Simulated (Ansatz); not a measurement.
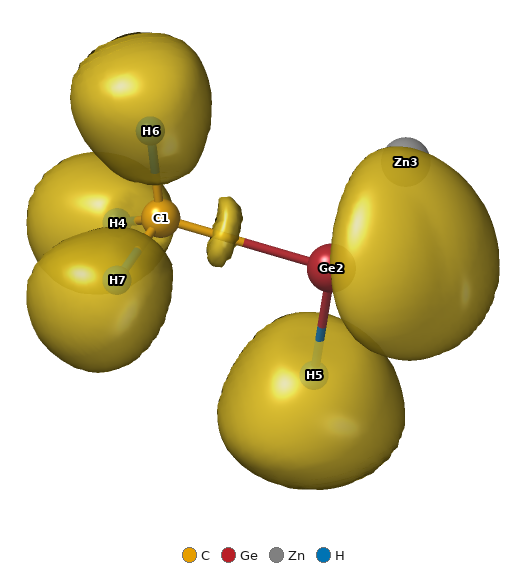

Figure 1: CH4GeZn. Isosurface of the electron localisation function at 0.85 (yellow), seen at a tilt. Core shells and regions of very low density are left out.

Geometry: B3LYP/6-31G*.

These are results of isolated molecule in a Gaussian basis; Kohn-Sham density functional theory, functional PBE0 in Ansatz, not measurements.

The calculation's input:

```
crystal:
  periodic: [false, false, false]
  atoms:
    - {symbol: C, position_ang: [1.225443, 0.602495, 0.053273]}
    - {symbol: Ge, position_ang: [-0.581021, 0.441860, -0.875840]}
    - {symbol: Zn, position_ang: [-1.809759, -0.949160, 0.703140]}
    - {symbol: H, position_ang: [1.642127, -0.336122, 0.425714]}
    - {symbol: H, position_ang: [-0.243835, -0.946709, -1.630279]}
    - {symbol: H, position_ang: [1.190888, 1.337854, 0.862047]}
    - {symbol: H, position_ang: [1.907678, 0.984022, -0.719016]}
basis:
  gaussian:
    orbitals: def2-TZVPD
output: {forces: true, orbitals: {seedname: orbitals}}
hamiltonian:
  xc: {name: PBE0}
```

Command:

```sh
ansatz run input.yaml --threads 2 --pin off --max-ram 4350MiB --events-out events.jsonl --progress --plain --runs-dir runs
```

Q: What do the ELF domains correspond to?

A: The surface consists of four regions around hydrogen nuclei, one lobe of the valence shell of C pointing towards Ge (polar bonds) and one lobe on Ge, pointing away from the bonds (lone pairs). Profiles from the grid: C–Ge (2.04 Å): the ELF peaks at about 0.90 in the valence shell of C, 0.8 Å from its nucleus, and is about 0.70 at the midpoint. Zn–Ge (2.44 Å): the ELF is about 0.45 at the midpoint.
